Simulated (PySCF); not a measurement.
# C4H6BN: vibronic structure, part 2 of 2

tblite 0.8.0 and PySCF 2.14.0. Atoms count from 0.

## 5. Vibronic structure: TDDFT LDA/6-311G*

Job settings and geometry (Å):

```
{"job": {"kind": "vib", "xc": "LDA", "basis": "6-311G*", "tda": false}, "charge": 0, "multiplicity": 1}
B      1.268921     0.729439     0.004026
C     -0.072734     1.432213     0.033995
C     -1.217220     0.691477     0.026410
C     -1.170588    -0.720109    -0.009774
C      0.024174    -1.367726    -0.036363
N      1.192562    -0.683852    -0.029966
H      2.324224     1.239221     0.006443
H     -0.173018     2.510345     0.062450
H     -2.193615     1.160920     0.047532
H     -2.086611    -1.290109    -0.015777
H      0.077853    -2.448988    -0.063898
H      2.027250    -1.253516    -0.051107
```

With the program's defaults for keys left out, this is: TDDFT LDA/6-311G* vertical-gradient vibronic structure (displaced harmonic oscillators, Condon), gas phase.

What it wrote:

```text
final grid: 45856 points
cycle   1  E = -233.4542944498  dE =  7.628e-01  |g| = 6.075e-01  |ddm| = 2.977e+00
cycle   2  E = -233.2350197912  dE =  2.193e-01  |g| = 1.037e+00  |ddm| = 1.597e+00
cycle   3  E = -233.5369363968  dE = -3.019e-01  |g| = 2.792e-01  |ddm| = 1.251e+00
cycle   4  E = -233.5582325651  dE = -2.130e-02  |g| = 8.196e-02  |ddm| = 2.763e-01
cycle   5  E = -233.5597435216  dE = -1.511e-03  |g| = 3.375e-02  |ddm| = 7.813e-02
cycle   6  E = -233.5599717876  dE = -2.283e-04  |g| = 1.202e-02  |ddm| = 2.440e-02
cycle   7  E = -233.5599990124  dE = -2.722e-05  |g| = 3.648e-03  |ddm| = 9.579e-03
cycle   8  E = -233.5600028936  dE = -3.881e-06  |g| = 1.118e-03  |ddm| = 4.191e-03
cycle   9  E = -233.5600031910  dE = -2.974e-07  |g| = 4.838e-04  |ddm| = 1.059e-03
cycle  10  E = -233.5600032471  dE = -5.604e-08  |g| = 4.539e-05  |ddm| = 3.408e-04
cycle  11  E = -233.5600032475  dE = -4.558e-10  |g| = 2.122e-05  |ddm| = 5.229e-05
converged SCF energy = -233.5600032475

Singlet excitations (eV, f): 5.150 (0.1260)  5.894 (0.0001)  5.931 (0.0002)  5.952 (0.0563)  6.571 (0.0002)  6.858 (0.0015)

State S1  5.1495 eV  f = 0.12597  H->L 0.84
  relaxed dipole 3.061 D, largest gradient of the excitation energy 0.0551 Eh/bohr
  mode    cm-1        S   lambda/meV  Raman
    3    527.8    0.9681      63.4   0.750
   14    967.3    0.3843      46.1   1.000
   20   1331.1    0.2015      33.3   0.993
   23   1519.3    0.1017      19.2   0.653
   18   1222.7    0.0741      11.2   0.308
   19   1267.5    0.0579       9.1   0.259
   22   1425.4    0.0496       8.8   0.280
   12    933.5    0.0611       7.1   0.148
   15   1059.6    0.0526       6.9   0.164
   21   1391.7    0.0244       4.2   0.132
   17   1181.7    0.0072       1.1   0.028
  reorganisation energy 0.2134 eV, total S 1.996, 0-0 4.9361 eV
  absorption maximum 5.064 eV, width 0.344 eV

State S4  5.9518 eV  f = 0.05629  H->L+1 0.66, H-1->L 0.23
  relaxed dipole 1.440 D, largest gradient of the excitation energy 0.0645 Eh/bohr
  mode    cm-1        S   lambda/meV  Raman
   14    967.3    0.4058      48.7   0.662
   24   1620.9    0.2183      43.9   1.000
   23   1519.3    0.2228      42.0   0.896
   21   1391.7    0.1120      19.3   0.378
   12    933.5    0.1664      19.3   0.253
   15   1059.6    0.1359      17.9   0.266
   20   1331.1    0.0638      10.5   0.197
   22   1425.4    0.0189       3.3   0.067
   11    899.0    0.0282       3.1   0.040
   16   1138.5    0.0216       3.0   0.049
    3    527.8    0.0300       2.0   0.015
  reorganisation energy 0.2186 eV, total S 1.456, 0-0 5.7332 eV
  absorption maximum 5.733 eV, width 0.218 eV

State T1  3.7148 eV  f = 0.00000  H->L 0.98
  relaxed dipole 2.158 D, largest gradient of the excitation energy 0.0676 Eh/bohr
  mode    cm-1        S   lambda/meV  Raman
   23   1519.3    0.9341     176.0   1.000
    3    527.8    0.7485      49.0   0.097
   20   1331.1    0.2634      43.5   0.216
   14    967.3    0.2553      30.6   0.111
   18   1222.7    0.0845      12.8   0.059
   16   1138.5    0.0538       7.6   0.032
   21   1391.7    0.0418       7.2   0.038
   12    933.5    0.0356       4.1   0.014
   17   1181.7    0.0130       1.9   0.008
   22   1425.4    0.0103       1.8   0.010
   19   1267.5    0.0055       0.9   0.004
  reorganisation energy 0.3393 eV, total S 2.461, 0-0 3.3754 eV
  absorption maximum 3.561 eV, width 0.462 eV
```

Wall time 16 s (1 thread of Arm Neoverse N1, shared host); peak memory 0.62 GiB.

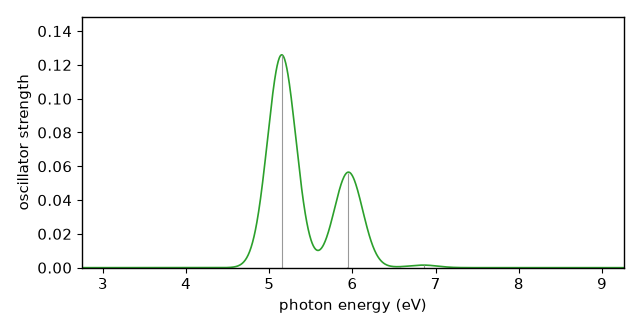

Absorption lines of the singlets. Lines are broadened to a width of 0.40 eV (Gaussian).

## 6. Vibronic structure: TDA BHandHLYP/def2-SVPD

The job, as its differences from that of step 5:

```diff
@@ -1,2 +1,2 @@
-{"job": {"kind": "vib", "xc": "LDA", "basis": "6-311G*", "tda": false}, "charge": 0, "multiplicity": 1}
+{"job": {"kind": "vib", "xc": "BHandHLYP", "basis": "def2-SVPD", "tda": true, "fwhm_ev": 0.15, "nstates": 4}, "charge": 0, "multiplicity": 1}
 B      1.268921     0.729439     0.004026
```

Method: TDA BHandHLYP/def2-SVPD vertical-gradient vibronic structure (displaced harmonic oscillators, Condon), gas phase.

What it wrote:

```text
final grid: 45856 points
cycle   1  E = -235.3281037541  dE =  1.162e+00  |g| = 3.728e-01  |ddm| = 6.959e+00
cycle   2  E = -235.3410500226  dE = -1.295e-02  |g| = 3.404e-01  |ddm| = 1.745e+00
cycle   3  E = -235.3724816518  dE = -3.143e-02  |g| = 6.213e-02  |ddm| = 7.560e-01
cycle   4  E = -235.3734141147  dE = -9.325e-04  |g| = 3.127e-02  |ddm| = 1.622e-01
cycle   5  E = -235.3736590583  dE = -2.449e-04  |g| = 4.021e-03  |ddm| = 7.254e-02
cycle   6  E = -235.3736640105  dE = -4.952e-06  |g| = 2.167e-03  |ddm| = 1.305e-02
cycle   7  E = -235.3736653812  dE = -1.371e-06  |g| = 6.839e-04  |ddm| = 4.338e-03
cycle   8  E = -235.3736656389  dE = -2.577e-07  |g| = 3.071e-04  |ddm| = 2.997e-03
cycle   9  E = -235.3736656837  dE = -4.478e-08  |g| = 9.629e-05  |ddm| = 1.090e-03
cycle  10  E = -235.3736656874  dE = -3.719e-09  |g| = 2.740e-05  |ddm| = 3.451e-04
cycle  11  E = -235.3736656877  dE = -2.418e-10  |g| = 8.264e-06  |ddm| = 7.530e-05
converged SCF energy = -235.3736656877

Singlet excitations (eV, f): 5.533 (0.2448)  5.951 (0.0006)  6.439 (0.0970)  6.946 (0.0006)

State S1  5.5330 eV  f = 0.24475  H->L 0.86
  relaxed dipole 3.096 D, largest gradient of the excitation energy 0.0610 Eh/bohr
  mode    cm-1        S   lambda/meV  Raman
   20   1331.1    0.4400      72.6   1.000
    3    527.8    0.8865      58.0   0.317
   23   1519.3    0.2891      54.5   0.856
   14    967.3    0.2723      32.7   0.327
   18   1222.7    0.1244      18.9   0.239
   19   1267.5    0.1116      17.5   0.230
   21   1391.7    0.0944      16.3   0.235
   22   1425.4    0.0744      13.2   0.194
   12    933.5    0.0404       4.7   0.045
   17   1181.7    0.0115       1.7   0.021
   15   1059.6    0.0075       1.0   0.011
   16   1138.5    0.0063       0.9   0.011
  reorganisation energy 0.2947 eV, total S 2.376, 0-0 5.2383 eV
  absorption maximum 5.452 eV, width 0.510 eV

State S3  6.4390 eV  f = 0.09696  H->L+2 0.72, H-1->L 0.23
  relaxed dipole 1.780 D, largest gradient of the excitation energy 0.0720 Eh/bohr
  mode    cm-1        S   lambda/meV  Raman
   24   1620.9    0.2761      55.5   1.000
   14    967.3    0.3961      47.5   0.511
   23   1519.3    0.2300      43.3   0.732
   21   1391.7    0.2116      36.5   0.565
   12    933.5    0.2009      23.3   0.241
   20   1331.1    0.1053      17.4   0.257
   15   1059.6    0.0557       7.3   0.086
   22   1425.4    0.0241       4.3   0.067
    3    527.8    0.0632       4.1   0.024
   18   1222.7    0.0079       1.2   0.016
    4    552.5    0.0171       1.2   0.007
  reorganisation energy 0.2457 eV, total S 1.606, 0-0 6.1933 eV
  absorption maximum 6.369 eV, width 0.482 eV

State T1  3.3988 eV  f = 0.00000  H->L 0.89
  relaxed dipole 1.443 D, largest gradient of the excitation energy 0.0823 Eh/bohr
  mode    cm-1        S   lambda/meV  Raman
   23   1519.3    1.7308     326.0   1.000
   20   1331.1    0.2492      41.1   0.110
    3    527.8    0.6165      40.3   0.043
   14    967.3    0.2808      33.7   0.066
   16   1138.5    0.0860      12.1   0.028
   18   1222.7    0.0685      10.4   0.026
   21   1391.7    0.0529       9.1   0.026
   17   1181.7    0.0478       7.0   0.017
   12    933.5    0.0491       5.7   0.011
    4    552.5    0.0191       1.3   0.001
  reorganisation energy 0.4932 eV, total S 3.229, 0-0 2.9057 eV
  absorption maximum 3.300 eV, width 0.692 eV
```

It took 25 s on 1 thread of Arm Neoverse N1, shared host; peak memory 0.84 GiB.

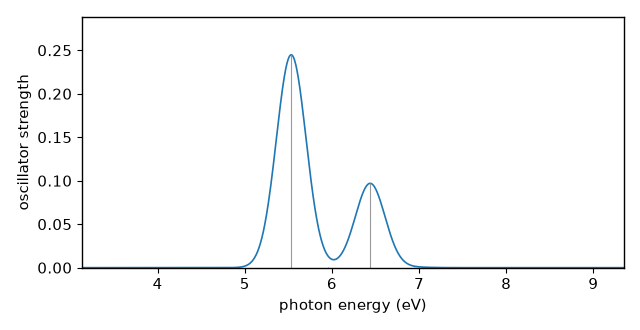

Absorption lines of the singlets. Lines are broadened to a width of 0.40 eV (Gaussian).

## 7. Results

The summary covers parts 1 to 2.

```
                                                                                           quantity                     value
                                                          strongest single infrared mode (GFN2-xTB)     2623 cm⁻¹, 217 km/mol
                                                                       zero-point energy (GFN2-xTB)             59.3 kcal/mol
S1: vertical, reorganisation, 0-0, total S (step 4, TDDFT BHandHLYP/def2-SVPD, modes from GFN2-xTB)  5.27, 0.35, 4.92 eV; 2.7
S3: vertical, reorganisation, 0-0, total S (step 4, TDDFT BHandHLYP/def2-SVPD, modes from GFN2-xTB)  6.26, 0.29, 5.97 eV; 1.9
S5: vertical, reorganisation, 0-0, total S (step 4, TDDFT BHandHLYP/def2-SVPD, modes from GFN2-xTB)  7.03, 0.16, 6.86 eV; 1.0
                                                              surface potential, least and greatest        -0.80 V and 1.98 V
        S1: vertical, reorganisation, 0-0, total S (step 5, TDDFT LDA/6-311G*, modes from GFN2-xTB)  5.15, 0.21, 4.94 eV; 2.0
        S4: vertical, reorganisation, 0-0, total S (step 5, TDDFT LDA/6-311G*, modes from GFN2-xTB)  5.95, 0.22, 5.73 eV; 1.5
          T1: vertical, reorganisation, 0-0, total S (step 5, TDA LDA/6-311G*, modes from GFN2-xTB)  3.71, 0.34, 3.38 eV; 2.5
  S1: vertical, reorganisation, 0-0, total S (step 6, TDA BHandHLYP/def2-SVPD, modes from GFN2-xTB)  5.53, 0.29, 5.24 eV; 2.4
  S3: vertical, reorganisation, 0-0, total S (step 6, TDA BHandHLYP/def2-SVPD, modes from GFN2-xTB)  6.44, 0.25, 6.19 eV; 1.6
  T1: vertical, reorganisation, 0-0, total S (step 6, TDA BHandHLYP/def2-SVPD, modes from GFN2-xTB)  3.40, 0.49, 2.91 eV; 3.2
```

What this shows: All 30 modes are real, so the xTB geometry is a minimum. The strongest single mode, at 2623 cm⁻¹, moves mainly H6. Unscaled tight-binding wavenumbers are off by several per cent, some by more. Its intensities can rank the bands wrongly. Some states lie very close; unless symmetry makes them partners, their order is unsure. The vibronic model keeps the ground-state modes (from xTB) and shifts them along the gradient alone, so it can miss much of the relaxation that a full optimisation finds.
